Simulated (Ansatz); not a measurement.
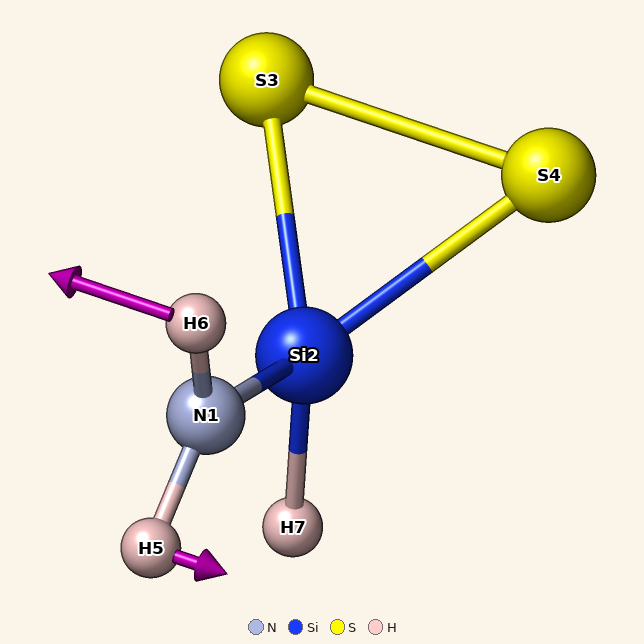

The arrows show one normal mode. Harmonic vibrations computed with RKS PBE0-D4/def2-TZVP (Ansatz 0.2.0) at a stationary point of the same level.

### What kind of motion is it?

A torsion or out-of-plane motion in which bond lengths and bond angles hardly change.

### At what wavenumber does it lie?

351 cm⁻¹; it is mode 4 of 15 counted from the lowest.
